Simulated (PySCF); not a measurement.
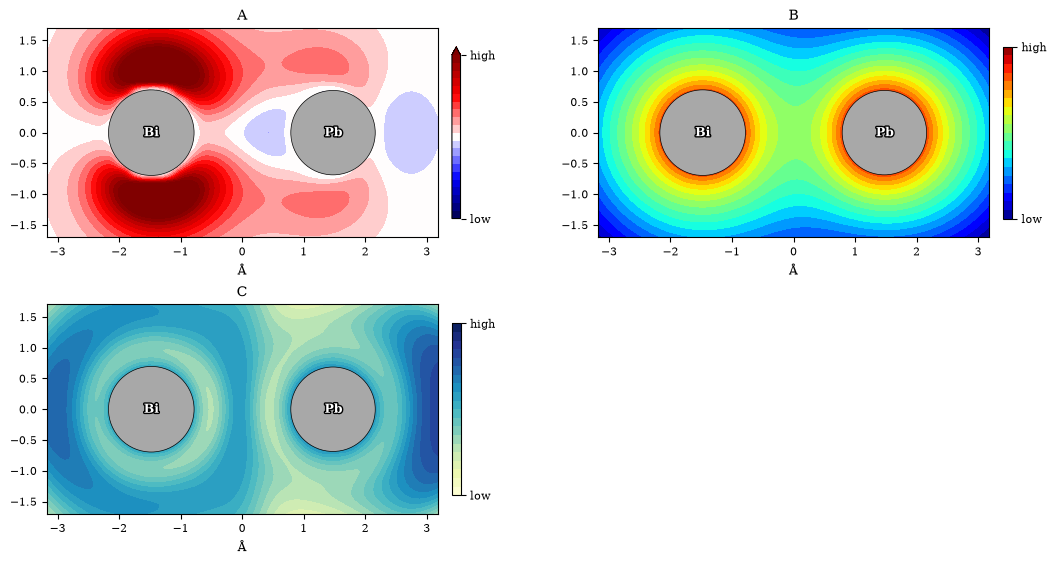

BiPb (charge +1, triplet): 3 fields on a plane that holds the molecular axis, with unlabelled colour scales. Grey discs cover the atomic cores.

Core potentials replace the inner electrons of Bi and Pb.

Method: PBE0/cc-pVDZ(-PP), non-relativistic Hamiltonian with scalar-relativistic core potentials where named, at a bond length of 2.954 Å in PySCF 2.14.0.

```
atom   x (Å)   y (Å)    z (Å)
  Bi  0.0000  0.0000  -1.4734
  Pb  0.0000  0.0000   1.4806
```

Q: The panels show electron density, electron localisation function and spin density in some order. Assign them.

A: Panel A: spin density (confined to the atoms that carry the unpaired spin). Panel B: electron density. Panel C: electron localisation function. From the grid: Bi–Pb (2.95 Å): ρ is about 0.37 e/Å³ halfway; the ELF reaches about 0.55 near the midpoint.
